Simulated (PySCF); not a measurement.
C4H13BSi (BEt2(SiH3))

```xyz
19

B    -0.1094   -0.1321   -0.0068
C     1.4579   -0.0979   -0.1262
C     2.0220   -0.4193    1.2695
H     1.8217    0.8946   -0.4452
H     1.8432   -0.8423   -0.8426
H     3.1223   -0.3818    1.2729
H     1.6691    0.2973    2.0286
H     1.7264   -1.4255    1.6078
C    -0.9277    1.2023    0.1299
C    -1.2572    1.6420   -1.3086
H    -0.3310    1.9913    0.6206
H    -1.8684    1.0897    0.6934
H    -1.8220    2.5870   -1.3161
H    -0.3455    1.8005   -1.9067
H    -1.8699    0.8919   -1.8343
Si   -1.0917   -1.9143    0.0247
H    -0.3704   -3.0254   -0.6784
H    -2.4725   -1.8249   -0.5551
H    -1.2595   -2.3395    1.4572
```

Geometry: PBE0-D3(BJ)/def2-SVP.

Level of theory: PBE0/pcSseg-1, SCF density, gas phase, non-relativistic (PySCF).

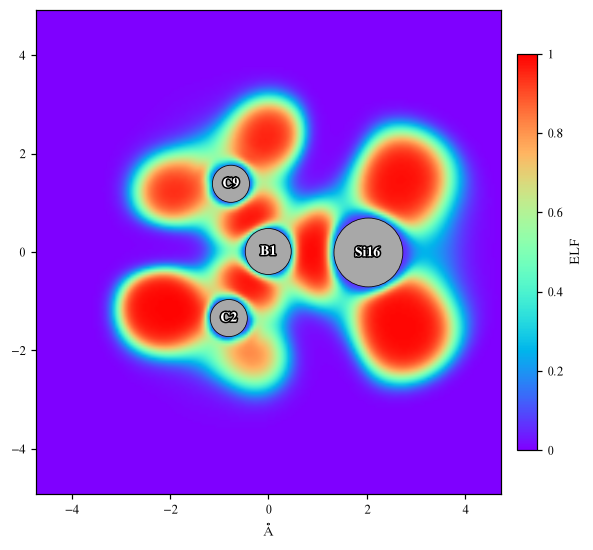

Figure 1. ELF on the plane of atoms C2, B1 and Si16. Grey discs cover the atomic cores.

Question: What does the map show?

Answer: The section cuts through B, C and Si sites. C–B (1.57 Å): the ELF peaks at about 0.95 between the atoms; a shared electron pair. Si–B (2.04 Å): the ELF peaks at about 1 between the atoms: a covalent bond.

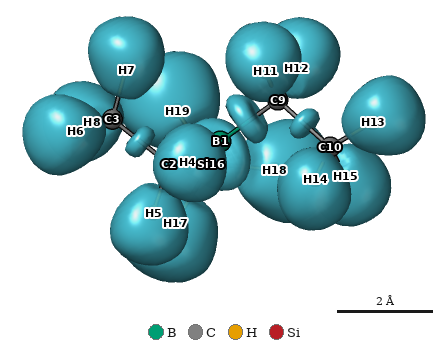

Figure 2. Isosurface of the electron localisation function at 0.85 (cyan), seen from one side. Only the valence region is drawn (cores and ρ < 0.01 e/Å³ removed).

Question: Describe the localisation domains.

Answer: The ELF exceeds this value in two regions between bonded B–C atoms (shared pairs), one region between bonded B–Si atoms (shared pairs), two regions between bonded C–C atoms (shared pairs) and 13 regions around hydrogen nuclei.


C–C (1.54 Å): the ELF peaks at about 0.95 between the atoms; a shared electron pair.

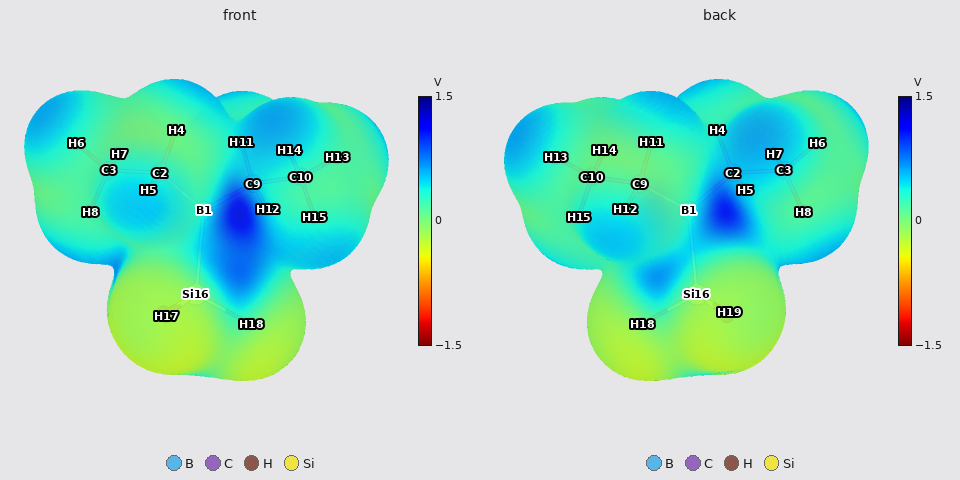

Figure 3. The electrostatic potential painted on the density surface at 0.002 e/bohr³, seen from the front and from behind; red is negative and blue positive.

Question: Where is the surface potential most negative and most positive?

Answer: The most negative region (about −0.3 V) lies over H17, H18 and H19, the most positive (about +1.1 V) over B1.

Question: How polar is the molecule by this calculation?

Answer: Its dipole moment is 1.44 D.
